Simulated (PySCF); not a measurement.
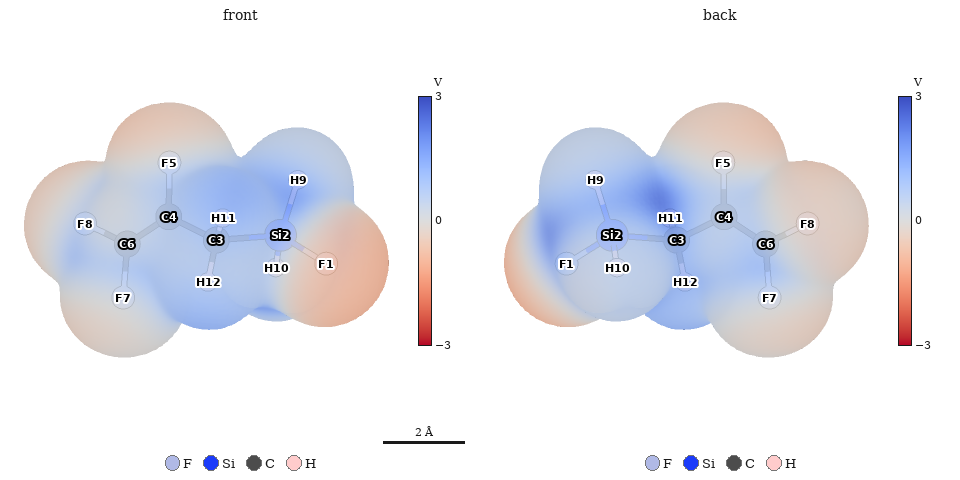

*C$_{3}$H$_{4}$F$_{4}$Si (SMILES F[SiH2]CC(F)=C(F)F). The molecular electrostatic potential painted on the density surface at 0.002 e/bohr³, seen from the front and from behind; red is negative and blue positive.*

Geometry: GFN2-xTB.

Method: PBE0/pcSseg-1, SCF density, gas phase, non-relativistic in PySCF.

| atom | x (Å) | y (Å) | z (Å) |
| --- | --- | --- | --- |
| F | -2.8887 | -0.4930 | -0.8249 |
| Si | -1.7998 | 0.1519 | 0.1671 |
| C | -0.1277 | -0.1113 | -0.7347 |
| C | 1.0176 | 0.4005 | 0.0494 |
| F | 1.0858 | 1.7438 | 0.1694 |
| C | 1.9394 | -0.3323 | 0.6606 |
| F | 1.9504 | -1.6644 | 0.6053 |
| F | 2.9506 | 0.1172 | 1.3937 |
| H | -2.1408 | 1.5587 | 0.2682 |
| H | -1.8555 | -0.6200 | 1.3963 |
| H | -0.1571 | 0.4172 | -1.6898 |
| H | 0.0270 | -1.1690 | -0.9424 |

**Where is the surface potential most negative and most positive?**

The most negative region (about −0.9 V, or −21 kcal/mol for a unit charge) lies over F1, the most positive (about +2.1 V, or +48 kcal/mol for a unit charge) over Si2.

**What dipole moment does the calculation give?**

Its dipole moment is 0.33 D.
